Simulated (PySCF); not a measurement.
Bond curves of BeSe⁺, doublet (excess alpha electrons: πx +1), pcseg-2 (non-relativistic), PySCF 2.14.0: energy from the separated fragments (atoms in their ground configurations, no counterpoise). One reference determinant with the occupation held, the lowest that a PBE0 search over spins and occupations found; no spin-orbit coupling. Splines pass through the computed points, which are marked. References: UKS for PBE0, PBE, M06 and LC-wPBE; UHF for CCSD and CCSD(T). The fragments are Be⁺ + Se.

Methods: LC-wPBE, M06, PBE0, PBE, CCSD(T) and CCSD.

> Order the curves at 2.32 Å.

PBE −2.79, M06 −2.63, PBE0 −2.53, CCSD(T) −2.40, CCSD −2.29, LC-wPBE −2.26 eV, from lowest to highest.

> Give the computed values.

In eV:
```tsv
bond length (Å)	LC-wPBE	M06	PBE0	PBE	CCSD(T)	CCSD
1.77	−2.66	−2.87	−2.77	−2.91	−2.52	−2.44
1.85	−2.92	−3.15	−3.06	−3.21	−2.83	−2.74
1.91	−3.00	−3.24	−3.16	−3.33	−2.94	−2.85
1.97	−3.01	−3.27	−3.18	−3.37	−2.98	−2.88
2.03	−2.97	−3.24	−3.15	−3.35	−2.97	−2.86
2.11	−2.84	−3.14	−3.05	−3.26	−2.88	−2.77
2.20	−2.60	−2.93	−2.84	−3.08	−2.69	−2.57
2.32	−2.26	−2.63	−2.53	−2.79	−2.40	−2.29
```

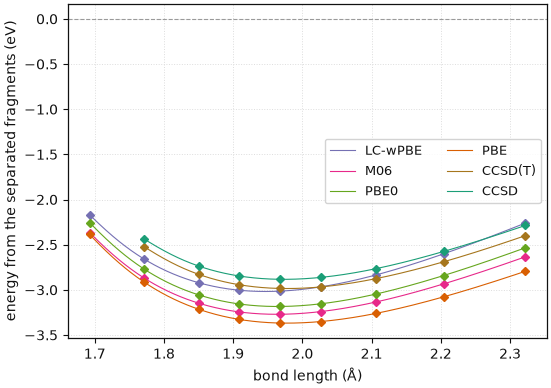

Caveats, for all or some of the runs: lowest determinant of a PBE0 search, another state may lie lower; no scalar relativity; spin-orbit coupling is left out; it can lower the fragment Se more than the molecule, and De with it.
